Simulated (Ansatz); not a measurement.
# A defect in a wire: SiC wire along [110], 4 atoms a period, H-terminated, Mn in place of one edge or surface Si, part 2 of 5

Aim: how much does this defect scatter, and at which energies?

Ansatz 0.2.0; DFT PBE, plane waves, PAW; relaxation of a wire's period (the session's first sound run).

So far. Step 2 (Relaxation of atoms and period): The cell's length comes to 3.138 Å with spin left out.

### 3. Bands of the perfect wire

This step: DFT PBE, plane waves, PAW; channels and complex bands of a perfect wire (Ansatz 0.2.0).

At the relaxed period the Bloch states of the perfect wire are found at each energy: those that move forward count the open channels, and those that decay describe how a disturbance dies away inside the wire itself. An energy step of 0.035 eV is under the 0.039 eV that the program asks for its thermal average at 300 K.

input.yaml reads:

```yaml
crystal:
  lattice:
    - [11.58, 0.0, 0.0]
    - [0.0, 10.749, 0.0]
    - [0.0, 0.0, 3.1384471262]
  atoms:
    - { symbol: H, position: [0.287120246, 0.53706541, 0.0] }
    - { symbol: Si, position: [0.367589594, 0.428076052, 0.0] }
    - { symbol: C, position: [0.65061819, 0.570227072, 0.0] }
    - { symbol: H, position: [0.707816418, 0.652152796, 0.0] }
    - { symbol: H, position: [0.706842532, 0.487419408, 0.0] }
    - { symbol: C, position: [0.458408212, 0.433441899, 0.5] }
    - { symbol: H, position: [0.488619038, 0.687049105, 0.5] }
    - { symbol: H, position: [0.511971577, 0.348164295, 0.5] }
    - { symbol: Si, position: [0.560481325, 0.570918001, 0.5] }
    - { symbol: H, position: [0.295578739, 0.312101722, 0.0] }
kpoints:
  mp_grid: { grid: [1, 1, 26] }
scf:
  occupations: { method: fermi_dirac, width: 0.05 }
hamiltonian:
  xc: pbe
output:
  transmission:
    e_range: [-1.26, 1.26]
    de: 0.035
    kmesh: [1, 1]
    reduced_basis: true
    leads: [[0, 0]]
basis:
  ecutwfc: "350 eV"
```

On the command line:

```console
ansatz run input.yaml --threads 4 --pin off --max-ram 16384MiB --backend cpu --events-out ev --progress --plain --runs-dir out
```

Numbers of over 12 decimals in the logs are rounded to 6 here.

The log of the run:

```text
Warning: basis.ecutwfc = 350 eV is below the records' recommended 420 eV, and the density's cutoff is lower with it unless basis.ecutrho_ratio is high enough to keep the records' density cutoff: compare with a run at a higher cutoff
[...]
Crystal: 10 atoms, lattice volume = 390.653 Å³
Basis set: ecut = 350 eV, 5807 PW (Γ)
Bands: 21, of which v1, the nominal top of the filled ones, is band 11 counted from 1 (10 counted from 0)
Symmetry: 2 space group operations
[...]
k-points: 14 of 26
[...]
SCF iter   1: F=—  HF=-1869.822642 eV  |F-HF|=—  |Δ(HF+E_count)|=         —  Δρ=2.05e-3  dr2=2.11e-2  ethr=1.77e-3  ⟨swp⟩=8.3  Hψ=2177  notcnv=0  defer=5
[...]
SCF iter   7: F=-1869.833926 eV  HF=-1869.833926 eV  |F-HF|=2.05e-9  |Δ(HF+E_count)|=   2.77e-7  Δρ=2.06e-6  dr2=2.08e-8  ethr=4.55e-10  ⟨swp⟩=11.2  Hψ=1665  notcnv=0
SCF 1 converged in 7 iterations: F = -1869.833926 eV  dr2 = 2.08e-8
[...]
transmission: 4 of 24 steps passed
transmission: 8 of 24 steps passed
[...]
transmission: 24 of 24 steps passed
Second SCF, for the conductance: iteration 1, dr2 4.966e-8 eV
Second SCF, for the conductance: iteration 2, dr2 9.912e-9 eV
Second SCF, for the conductance: iteration 3, dr2 1.444e-9 eV
transmission: 4 of 24 steps passed
transmission: 8 of 24 steps passed
[...]
transmission: 24 of 24 steps passed
SCF converged after 7 iterations
Free energy (F): -1869.833926 eV
[...]
Internal energy: -1869.833926 eV  (E = F + TS)
E sigma→0 (E₀):  -1869.833926 eV
Fermi energy:    -1.755604 eV
[...]
--- Band table (eV; the first three rows and the last of 14) ---
  k-point 0: bands = [... 7 lower, -5.8229, -4.9581, -4.8722, -4.0606, 0.5556, 0.8145, 1.4274, 1.5343, ... 6 higher]
  k-point 1: bands = [... 7 lower, -5.8264, -5.0651, -4.8642, -4.1422, 0.6208, 0.8358, 1.4554, 1.5648, ... 6 higher]
  k-point 2: bands = [... 7 lower, -5.8472, -5.3058, -4.8938, -4.3601, 0.7806, 0.9005, 1.5284, 1.6495, ... 6 higher]
  k-point 13: bands = [... 7 lower, -6.2245, -6.1966, -5.8876, -5.7795, 1.2356, 1.2996, 2.8804, 2.8970, ... 6 higher]
--- Transmission ---
  basis      : 911 plane waves across, 4 finite elements along
  points     : 1, standing for a mesh of 1 x 1
  filling    : by a second SCF (3 iterations) under fermi_dirac of width 0.025852 eV on a mesh of 1 x 1 x 41, whose Fermi level is -1.753992 eV
  energies   : 73 from -1.260000 to 1.260000 eV about the Fermi level, 0.035000 eV apart; the leads are filled to 0.000000 eV, and channels, transmission and decay are at 0.000000 eV
  crystal 0  : H6Si2C2, at the sites [0, 0], period 3.1384 Å: whole cells are its period
    offset         : up to 0.0000 Å between an atom of the period and one for which it stands
    channels       : 0.000000e0 a spin
    conductance    : none, crystal 0 has no channel at the energies, or these end too early or step too widely for 300 K: set another output.transmission.e_range or a lower de, or, where they end at an eighth of basis.ecutwfc, a higher one
    slowest decay  : 0.2779 /Å at (0.0000, 0.0000)
```

Run time: 3.7 min. Hardware: 4 threads of Arm Neoverse V1, shared host; peak memory 1.1 GiB.

Numbers from this step:

```
channels at the energy nearest the Fermi level, one spin        : 0
slowest decay in the lead at the energy nearest the Fermi level : 0.2779 Å⁻¹
band gap                                                        : 4.616 eV
```

The open channels of the lead, one spin stays at 0 for energy from -1.26 to 1.26 eV.

The slowest values at each energy, most degenerate partners merged, listed up to 1.5 1/Å. Table of Im kz of the slowest decaying states by energy, zero at the Fermi level:

```csv
energy (eV),decay 1 (Å⁻¹),decay 2 (Å⁻¹),decay 3 (Å⁻¹),decay 4 (Å⁻¹)
-1.015,0.251,0.275,0.629,0.653
-0.490,0.276,0.281,0.623,0.640
0.000,0.278,0.290,0.610,0.621
0.490,0.268,0.295,0.589,0.596
1.015,0.247,0.292,0.559,0.561
```

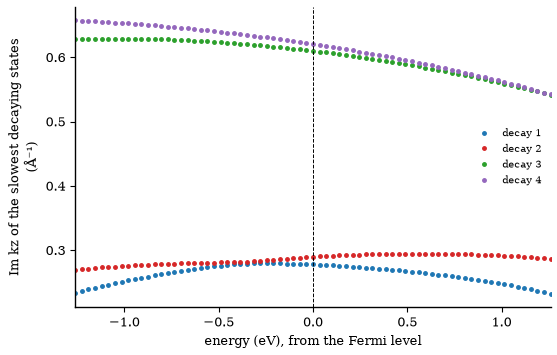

Im kz of the slowest decaying states against energy.

By hand: a barrier of this wire, of length L, would pass T ∝ exp(−2κL) at this energy; with κ = 0.278 Å⁻¹ one decade takes ln 10 / (2κ) = 4.14 Å.

At the computed energy nearest the Fermi level there are 0 channels a spin; the gap is 4.62 eV.

[end of part 2 of 5]

[Logs are printed without paths, hosts, clocks, repeated set-up lines and the standing remarks that a program may print on its own settings, such as how far it seeks lower states.]

[Hosts, paths, dates, database ids (printed as entryN), source tags and the programs' standing remarks are cut or masked in the printed files.]
